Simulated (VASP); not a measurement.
# Which face does Tc expose?, part 4 of 5

How do surface energy, work function and relaxation of Tc depend on the face?

VASP 6.6.1; PBEsol; plane waves and PAW (Tc).

So far. Step 4 (Relaxing the slab, 8 atoms, face Tc(0001)): The run ended after 7 ionic steps, 0.298 eV below its first step, once the forces on the free atoms met EDIFFG = -0.03. Step 5 (Potential and states of the slab, 8 atoms, face …): The vacuum level lies 4.77 eV above the Fermi level at the upper face; both faces agree, as the slab has next to no dipole.

## Step 6: Surface relaxation, 12 atoms, face Tc(10-10)

System of this step: Tc(10-10). The cell holds 12 atoms: 12 Tc. Its edges and angles: a = 2.718 Å, b = 4.344 Å, c = 27.553 Å, α = 90.0°, β = 90.0°, γ = 90.0°. It derives from Tc. 12 layers of hcp Tc, cut at this functional's lattice. Vacuum lies along c.

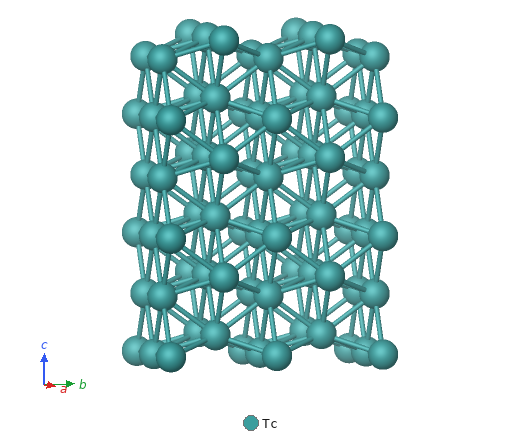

The cell of this step (technetium teal). 2×2×1 cells are drawn. Some periodic images of atoms are drawn too.

Input file INCAR:

```
SYSTEM = Tc
PREC = Normal
ENCUT = 320
EDIFF = 1E-05
NELM = 120
ISMEAR = 1
SIGMA = 0.15
LREAL = .FALSE.
ALGO = Fast
GGA = PS
NBANDS = 54
LASPH = .TRUE.
LORBIT = 11
LWAVE = .FALSE.
LCHARG = .FALSE.
KPAR = 4
IBRION = 2
NSW = 40
ISIF = 2
EDIFFG = -0.03
POTIM = 0.4
MAXMIX = 40
```

Input file POSCAR:

```
Tc
1.0
    2.7178253313      0.0000000000      0.0000000000
    0.0000000000      4.3440897713      0.0000000000
    0.0000000000      0.0000000000     27.5530974931
Tc
12
Direct
    0.0000000000      0.0000000000      0.2722017000
    0.5000000000      0.0000000000      0.3576260600
    0.5000000000      0.5000000000      0.3006764900
    0.0000000000      0.0000000000      0.4430504300
    0.0000000000      0.5000000000      0.3861008500
    0.5000000000      0.0000000000      0.5284747900
    0.5000000000      0.5000000000      0.4715252100
    0.0000000000      0.0000000000      0.6138991500
    0.0000000000      0.5000000000      0.5569495700
    0.5000000000      0.0000000000      0.6993235100
    0.5000000000      0.5000000000      0.6423739400
    0.0000000000      0.5000000000      0.7277983000
```

Input file KPOINTS:

```
Automatic mesh
0
Gamma
11 7 1
0 0 0
```

The projector-augmented-wave data sets are Tc (PBE family, release 64).

Command:

```
mpirun -np 4 vasp_std
```

What it wrote:

```text
[banner, memory and clock lines left out]
running    4 mpi-ranks, on    1 nodes
 distrk:  each k-point on    1 cores,    4 groups
 distr:  one band on    1 cores,    1 groups

 POSCAR found type information on POSCAR Tc
 POSCAR found :  1 types and      12 ions
 [... a notice as in an earlier step ...]

 LDA part: xc-table for (Slater+PW92), standard interpolation
 POSCAR, INCAR and KPOINTS ok, starting setup
 FFT: planning ... GRIDC
 FFT: planning ... GRID_SOFT
 FFT: planning ... GRID
 WAVECAR not read
 entering main loop
       N       E                     dE             d eps       ncg     rms          rms(c)
DAV:   1     0.326243884142E+03    0.32624E+03   -0.28466E+04  2624   0.904E+02
DAV:   2    -0.105921278093E+03   -0.43217E+03   -0.39984E+03  3164   0.223E+02
DAV:   3    -0.141261118606E+03   -0.35340E+02   -0.33382E+02  3960   0.551E+01
DAV:   4    -0.142885060349E+03   -0.16239E+01   -0.15778E+01  3800   0.118E+01
DAV:   5    -0.142959933318E+03   -0.74873E-01   -0.73815E-01  4136   0.234E+00    0.589E+01
RMM:   6    -0.184339727747E+03   -0.41380E+02   -0.17041E+02  3626   0.334E+01    0.327E+01
RMM:   7    -0.243086884237E+03   -0.58747E+02   -0.31174E+02  4010   0.482E+01    0.359E+01
RMM:   8    -0.151004096257E+03    0.92083E+02   -0.36823E+01  2687   0.184E+01    0.241E+01
RMM:   9    -0.143151027700E+03    0.78531E+01   -0.14086E+01  3352   0.856E+00    0.188E+01
RMM:  10    -0.134174755253E+03    0.89763E+01   -0.12092E+01  3146   0.787E+00    0.117E+01
RMM:  11    -0.132296208756E+03    0.18785E+01   -0.43299E+00  3463   0.469E+00    0.735E+00
RMM:  12    -0.132372849491E+03   -0.76641E-01   -0.12531E+00  3476   0.239E+00    0.654E+00
RMM:  13    -0.131774835249E+03    0.59801E+00   -0.52227E-01  3273   0.163E+00    0.499E+00
RMM:  14    -0.131241719896E+03    0.53312E+00   -0.88298E-01  3350   0.189E+00    0.268E+00
RMM:  15    -0.131116875528E+03    0.12484E+00   -0.37847E-01  3480   0.127E+00    0.143E+00
RMM:  16    -0.131077356308E+03    0.39519E-01   -0.20081E-01  3553   0.932E-01    0.612E-01
RMM:  17    -0.131084453050E+03   -0.70967E-02   -0.37219E-02  3065   0.526E-01    0.677E-01
RMM:  18    -0.131077579355E+03    0.68737E-02   -0.21450E-02  3371   0.314E-01    0.322E-01
RMM:  19    -0.131075379476E+03    0.21999E-02   -0.15203E-02  3320   0.260E-01    0.950E-02
RMM:  20    -0.131076008255E+03   -0.62878E-03   -0.57087E-03  3701   0.158E-01    0.108E-01
RMM:  21    -0.131075903873E+03    0.10438E-03   -0.60826E-04  2878   0.789E-02    0.424E-02
RMM:  22    -0.131076035686E+03   -0.13181E-03   -0.67868E-04  3144   0.604E-02    0.498E-02
RMM:  23    -0.131076041780E+03   -0.60941E-05   -0.22956E-04  2876   0.411E-02    0.230E-02
RMM:  24    -0.131076058828E+03   -0.17048E-04   -0.68898E-05  2232   0.195E-02    0.156E-02
RMM:  25    -0.131076112109E+03   -0.53281E-04   -0.20812E-05  1699   0.122E-02    0.873E-03
RMM:  26    -0.131076139791E+03   -0.27682E-04   -0.17387E-05  1690   0.106E-02    0.745E-03
RMM:  27    -0.131076194922E+03   -0.55131E-04   -0.81013E-06  1558   0.781E-03    0.573E-03
RMM:  28    -0.131076225839E+03   -0.30916E-04   -0.63608E-06  1521   0.699E-03    0.821E-03
RMM:  29    -0.131076232258E+03   -0.64190E-05   -0.22772E-06  1418   0.476E-03
   1 F= -.13107623E+03 E0= -.13107541E+03  d E =-.131076E+03
 curvature:   0.00 expect dE= 0.000E+00 dE for cont linesearch  0.000E+00
 trial: gam= 0.00000 g(F)=  0.179E+00 g(S)=  0.000E+00 ort = 0.000E+00 (trialstep = 0.100E+01)
 search vector abs. value=  0.179E+00
 bond charge predicted
       N       E                     dE             d eps       ncg     rms          rms(c)
DAV:   1    -0.131195593111E+03   -0.11937E+00   -0.21688E+01  2640   0.148E+01    0.128E+00
RMM:   2    -0.131260943810E+03   -0.65351E-01   -0.39467E-01  2704   0.256E+00    0.172E+00
RMM:   3    -0.131216295652E+03    0.44648E-01   -0.10023E-01  2986   0.101E+00    0.675E-01
RMM:   4    -0.131207286774E+03    0.90089E-02   -0.22555E-02  2973   0.459E-01    0.249E-01
RMM:   5    -0.131207864288E+03   -0.57751E-03   -0.12716E-02  3250   0.274E-01    0.160E-01
RMM:   6    -0.131208557828E+03   -0.69354E-03   -0.22454E-03  3146   0.131E-01    0.878E-02
RMM:   7    -0.131208760377E+03   -0.20255E-03   -0.99747E-04  3503   0.644E-02    0.731E-02
RMM:   8    -0.131208655368E+03    0.10501E-03   -0.27066E-04  2902   0.423E-02    0.283E-02
RMM:   9    -0.131208653019E+03    0.23493E-05   -0.14944E-04  2816   0.251E-02    0.139E-02
RMM:  10    -0.131208653561E+03   -0.54208E-06   -0.20689E-05  1663   0.136E-02
   2 F= -.13120865E+03 E0= -.13120841E+03  d E =-.132421E+00
[... from here on, the cycles between the ionic steps are left out ...]
   3 F= -.13123766E+03 E0= -.13123815E+03  d E =-.161424E+00
   4 F= -.13124459E+03 E0= -.13124491E+03  d E =-.692883E-02
   5 F= -.13124742E+03 E0= -.13124755E+03  d E =-.976138E-02
   6 F= -.13124871E+03 E0= -.13124867E+03  d E =-.129489E-02
   7 F= -.13125089E+03 E0= -.13125034E+03  d E =-.347080E-02
   8 F= -.13125109E+03 E0= -.13125035E+03  d E =-.367539E-02
   9 F= -.13125212E+03 E0= -.13125134E+03  d E =-.102463E-02
 trial-energy change:   -0.001025  1 .order   -0.000988   -0.001301   -0.000676
 step:   3.3177(harm=  3.3177)  dis= 0.01363  next Energy=  -131.252447 (dE=-0.135E-02)
 bond charge predicted
       N       E                     dE             d eps       ncg     rms          rms(c)
DAV:   1    -0.131252293499E+03   -0.17250E-03   -0.61270E-01  2604   0.251E+00    0.151E-01
RMM:   2    -0.131252335577E+03   -0.42078E-04   -0.50342E-03  2611   0.390E-01    0.355E-02
RMM:   3    -0.131252479115E+03   -0.14354E-03   -0.13151E-03  3140   0.150E-01    0.332E-02
RMM:   4    -0.131252502017E+03   -0.22903E-04   -0.31122E-04  3307   0.527E-02    0.298E-02
RMM:   5    -0.131252502008E+03    0.91677E-08   -0.28983E-05  1736   0.163E-02
  10 F= -.13125250E+03 E0= -.13125172E+03  d E =-.140871E-02
 curvature:  -3.62 expect dE=-0.456E-03 dE for cont linesearch -0.637E-07
 trial: gam= 0.12497 g(F)=  0.126E-03 g(S)=  0.000E+00 ort = 0.560E-05 (trialstep = 0.194E+01)
 search vector abs. value=  0.155E-03
 reached required accuracy - stopping structural energy minimisation
```

Run time: 3.5 min. Hardware: 4 MPI ranks of Intel Xeon 6975P-C (Granite Rapids), shared host; peak memory 1.1 GiB; 14 min of CPU time.

Parts of OUTCAR (step 6):

```text
   k-points           NKPTS =     24   k-points in BZ     NKDIM =     24   number of bands    NBANDS=     54

   ENCUT  =  320.0 eV  23.52 Ry    4.85 a.u.   3.96  6.34 40.19*2*pi/ulx,y,z

   NELECT =      84.0000    total number of electrons

 E-fermi :   4.7722

 k-point     1 :       0.0000    0.0000    0.0000
  band No.  band energies     occupation
    ...
     44       4.3326      2.00027
     45       4.4327      2.00623
     46       4.7047      1.68311
     47       4.7292      1.46422
     48       4.8168      0.52093
     49       4.9292     -0.05858
     50       4.9868     -0.06120
     51       5.1336     -0.00345
     52       5.8588     -0.00000
     53       5.9212     -0.00000
    ...

  Total       -4.6980077     -7.9101178     -0.5934228      0.0000000      0.0000000      0.0000000
  in kB      -23.1384118    -38.9585486     -2.9226985      0.0000000      0.0000000      0.0000000
  external PRESSURE =     -21.6732197 kB  Pullay stress =       0.0000000 kB

 POSITION                                       TOTAL-FORCE (eV/Angst)
 -----------------------------------------------------------------------------------
      0.00000      0.00000      7.62229         0.000000      0.000000     -0.023288
      1.35891      0.00000      9.83506         0.000000      0.000000      0.023137
      1.35891      2.17204      8.30712         0.000000      0.000000      0.015930
      0.00000      0.00000     12.21765         0.000000      0.000000     -0.011512
      0.00000      2.17204     10.61873         0.000000      0.000000      0.002213
      1.35891      0.00000     14.57196         0.000000      0.000000     -0.012645
      1.35891      2.17204     12.98113         0.000000      0.000000      0.012645
      0.00000      0.00000     16.93436         0.000000      0.000000     -0.002213
      0.00000      2.17204     15.33544         0.000000      0.000000      0.011512
      1.35891      0.00000     19.24598         0.000000      0.000000     -0.015930
      1.35891      2.17204     17.71804         0.000000      0.000000     -0.023137
      0.00000      2.17204     19.93081         0.000000      0.000000      0.023288
 -----------------------------------------------------------------------------------
    total drift:                                0.000000     -0.000000      0.000000

  FREE ENERGIE OF THE ION-ELECTRON SYSTEM (eV)
  ---------------------------------------------------
  free  energy   TOTEN  =      -131.2525020081 eV

  energy  without entropy=     -131.2501456518  energy(sigma->0) =     -131.25171656

[... 1 part as in an earlier step ...]

[... 15 further parts left out ...]
```

CONTCAR:

```
Tc
   1.00000000000000
     2.7178253312999998    0.0000000000000000    0.0000000000000000
     0.0000000000000000    4.3440897713000002    0.0000000000000000
     0.0000000000000000    0.0000000000000000   27.5530974931000010
  Tc
    12
Direct
     0.0000000000000000    0.0000000000000000    0.2766399797740039
     0.5000000000000000    0.0000000000000000    0.3569494000956297
     0.5000000000000000    0.5000000000000000    0.3014947956175978
     0.0000000000000000    0.0000000000000000    0.4434221539032320
     0.0000000000000000    0.5000000000000000    0.3853916119067666
     0.5000000000000000    0.0000000000000000    0.5288684381969533
     0.5000000000000000    0.5000000000000000    0.4711315618030467
     0.0000000000000000    0.0000000000000000    0.6146083880932334
     0.0000000000000000    0.5000000000000000    0.5565778460967681
     0.5000000000000000    0.0000000000000000    0.6985052043824023
     0.5000000000000000    0.5000000000000000    0.6430505999043703
     0.0000000000000000    0.5000000000000000    0.7233600202259961
```

The run keeps the 8 symmetry operations of its start, so it cannot find a distortion of lower symmetry.

The steps of the relaxation:

| step | energy less that of the first step (eV) | largest force (eV/Å) |
| --- | --- | --- |
| 1 | 0.0000 | 1.1642 |
| 2 | -0.1324 | 0.6176 |
| 3 | -0.1614 | 0.2238 |
| 4 | -0.1684 | 0.1395 |
| 5 | -0.1712 | 0.0734 |
| 6 | -0.1725 | 0.0515 |
| 7 | -0.1747 | 0.0714 |
| 8 | -0.1749 | 0.0892 |
| 9 | -0.1759 | 0.0534 |
| 10 | -0.1763 | 0.0233 |

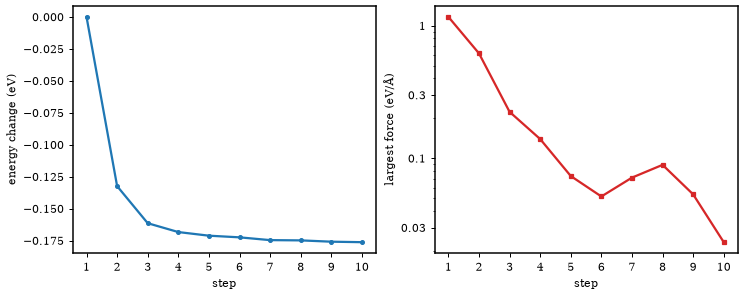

Energy and largest force along the relaxation.

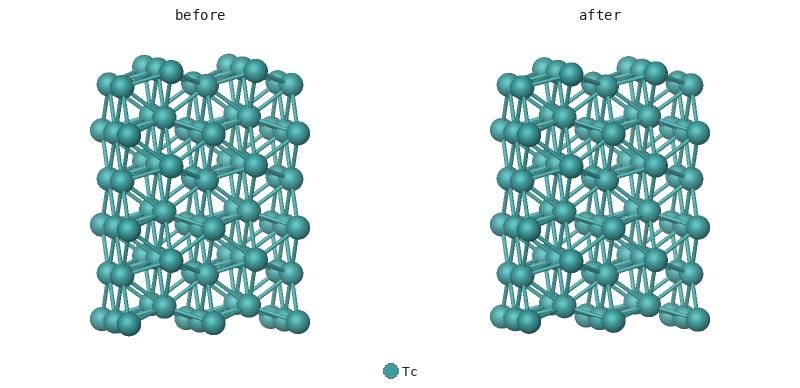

Before and after, at one scale.

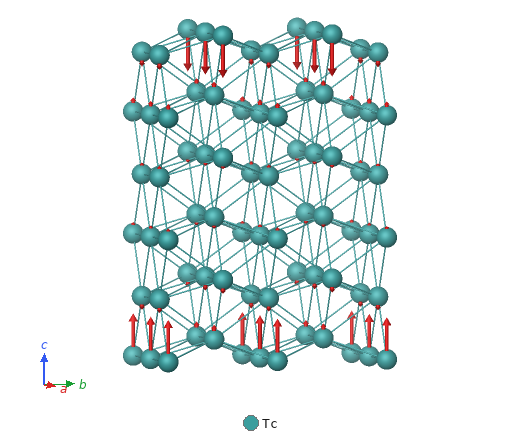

Displacements in the relaxation, exaggerated; the longest in the cell stands for 0.12 Å. 2×2×1 cells are drawn. Some periodic images of atoms are drawn too.

The atoms that moved most (Å):

```csv
atom,dx,dy,dz,length
Tc12,0.000,0.000,-0.122,0.122
Tc1,0.000,0.000,0.122,0.122
Tc10,0.000,0.000,-0.023,0.023
Tc3,0.000,0.000,0.023,0.023
Tc8,0.000,0.000,0.020,0.020
Tc5,0.000,0.000,-0.020,0.020
Tc2,0.000,0.000,-0.019,0.019
Tc11,0.000,0.000,0.019,0.019
```

Final coordinates:

```xyz
12
Lattice="2.7178 0.0000 0.0000 0.0000 4.3441 0.0000 0.0000 0.0000 27.5531" Properties=species:S:1:pos:R:3
Tc    0.0000    0.0000    7.6223
Tc    1.3589    0.0000    9.8351
Tc    1.3589    2.1720    8.3071
Tc    0.0000    0.0000   12.2177
Tc    0.0000    2.1720   10.6187
Tc    1.3589    0.0000   14.5720
Tc    1.3589    2.1720   12.9811
Tc    0.0000    0.0000   16.9344
Tc    0.0000    2.1720   15.3354
Tc    1.3589    0.0000   19.2460
Tc    1.3589    2.1720   17.7180
Tc    0.0000    2.1720   19.9308
```

This step gave:

* electronic cycles: 93
* electrons: 84
* free energy (TOTEN): -131.2525 eV
* energy at zero smearing: -131.2517 eV
* Fermi energy: 4.772 eV

The run ended after 10 ionic steps, 0.176 eV below its first step, once the forces on the free atoms met EDIFFG = -0.03.

(Part 4 of 5 ends here.)

[Lines on the potential files, build, host, timing and source positions are cut from VASP's logs without a mark.]

[Logs are printed without paths, hosts, clocks, repeated set-up lines and the standing remarks that a program may print on its own settings, such as how far it seeks lower states.]

[Hosts, paths, dates, database ids (printed as entryN), source tags and the programs' standing remarks are cut or masked in the printed files.]

[Runs that stopped without an error message from VASP are left out.]
